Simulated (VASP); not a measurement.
Band structure of CaPbF6 (space group Fm-3m). These are r2SCAN meta-GGA, VASP's PBE PAW potentials (set 64) (plane waves; VASP) values and carry that method's errors.

Unless said otherwise, spin-orbit coupling is left out, though it shifts the bands of the heavy elements here.

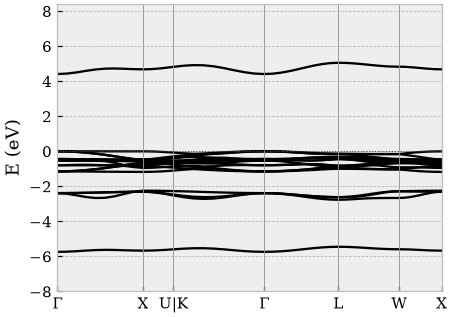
Figure: Bands along high-symmetry lines, zero at the valence-band maximum or, without a gap, the Fermi level

Question: Read the plot: is there a gap, and where are the band edges?

Answer: The gap is direct, 4.41 eV, from the valence maximum at Γ to the conduction minimum at Γ.

The structure comes from a computed database's CaPbF6 entry (Fm-3m); how it stands against other phases isn't given here. It was relaxed first.
